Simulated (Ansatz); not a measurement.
In doubt: one-shot GW on d or f shells is unsure (in some of the runs), so the values of those runs are not to be relied on.

Consider TaAgO3 (R3c).

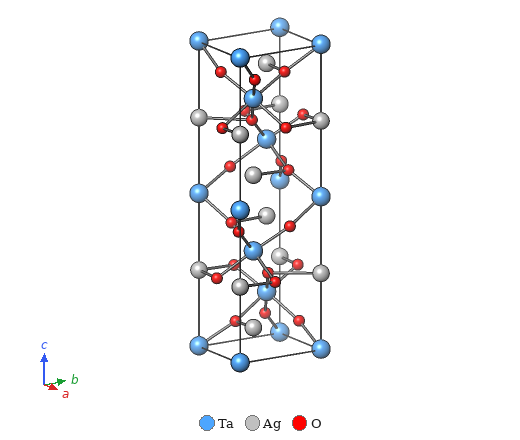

The structure (tantalum blue, silver light grey, oxygen red). Bonds to atoms that aren't drawn are left out. Some periodic images of atoms are drawn too.

Symmetry: R3c, No. 161, trigonal system. Conventional cell: a = 5.528 Å, b = 5.528 Å, c = 13.716 Å, α = 90.00°, β = 90.00°, γ = 120.00°. Nearest to Ta lie 6 O at 1.96 to 2.03 Å. Nearest to Ag lie 6 O at 2.40 to 2.78 Å. O has 2 Ta at 1.96 to 2.03 Å and 2 Ag at 2.40 to 2.78 Å nearest. Farther neighbours and most contacts between anions are not listed.

```
Ta Ag O
1.0
     2.76405    1.59583    4.57197
    -2.76405    1.59583    4.57197
     0.00000   -3.19165    4.57197
Ta Ag O
2 2 6
Direct
  0.99736 0.99736 0.99736
  0.49736 0.49736 0.49736
  0.24900 0.24900 0.24900
  0.74900 0.74900 0.74900
  0.81778 0.68563 0.25243
  0.25243 0.81778 0.68563
  0.68563 0.25243 0.81778
  0.75243 0.18563 0.31778
  0.18563 0.31778 0.75243
  0.31778 0.75243 0.18563
```

Geometry: measured cell, ions relaxed with LDA. The runs that relaxed it are not among those shown. Spin-orbit coupling is left out unless a run names it.

Gaps computed with Ansatz 0.2.0 without a self-energy: LDA 1.85 eV, r2SCAN 2.32 eV, HSE06 3.42 eV and PBE0 4.17 eV. The mean ε∞ by LDA perturbation theory is 6.87.

Q: What gap should G0W0 on LDA give (4×4×4 mesh, 556 empty bands, screening to 160 eV, PAW set soft_1 files)?

About 3.37 eV: on its mesh the run moves the gap from 1.86 eV by +1.50 eV. A band edge moves to another state on the way. Among the scalar-relativistic levels given, HSE06 is nearest (+0.05 eV). One-shot corrections scale roughly with one over ε∞, here 0.15. Bands and cutoff are finite, so the gap is not at the basis limit. The miss can reach some tenths of an eV and take either sign; the mesh is an error of its own. A d shell, filled or nearly so, lies near the gap. One-shot GW converges very slowly in bands there, not always from below, and on a semilocal start the gap tends to come out low; starts rich in exact exchange can overshoot instead. The many-body steps are scalar-relativistic: spin-orbit coupling is not in them.

[Paths, hosts, dates, memory and timing lines, banners, echoed tables and standing remarks are left out of the program output.]

[Logs are printed without paths, hosts, clocks, repeated set-up lines and the standing remarks that a program may print on its own settings, such as how far it seeks lower states.]

[Runs of the session that timed out or met a known fault of the program may be left out.]

[Cells called generated may have been cut or substituted from an entry of the Crystallography Open Database or the Materials Project.]

[Hosts, paths, dates, database ids (printed as entryN), source tags and the programs' standing remarks are cut or masked in the printed files.]
